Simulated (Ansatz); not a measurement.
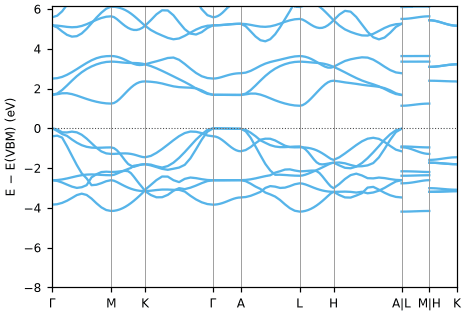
*Band structure from PBE (plane waves, PAW; program Ansatz)*

### Question
Read off the gap and where the band edges lie.

### Answer
About 1.1 eV (1.14 eV by a search for the band edges); maximum at Γ, minimum at L.

### Question
Pick the material that matches.
A) PtSe2, CdI2 type
B) PtS2, CdI2 type
C) ZrS2, CdI2 type
D) SnO2, CdI2 type

### Answer
C, ZrS2, CdI2 type

Space group P-3m1 (CdI2 type). Symmetry was held in the PBE relaxation. No spin polarisation was allowed. The volume lies over 15 % above that of the usual cell of this phase: another minimum, or an error of the functional. A crystal of weakly bound layers computed without a dispersion correction: the cell and the soft elastic constants depend strongly on that. Scalar-relativistic: spin–orbit coupling is off unless named, which matters more the heavier the elements.

Potentials: the later of the program's two PAW sets.
